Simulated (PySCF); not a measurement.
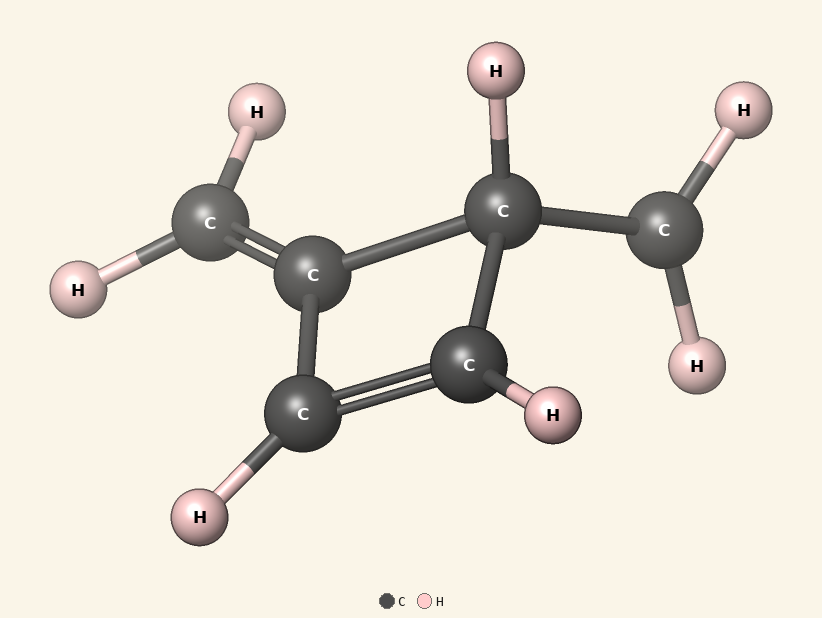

Distant atoms are faded towards the background colour. Charge 0, doublet. The computed structure is the end point of a PBE0-D3(BJ)/def2-SVP optimisation. No frequency run is at hand to confirm it as a minimum.

**Which symmetry elements does this geometry have?**

It has no symmetry element but the identity, so the point group is C1. The group has 1 operation. The geometry is chiral, and symmetry allows a dipole moment.
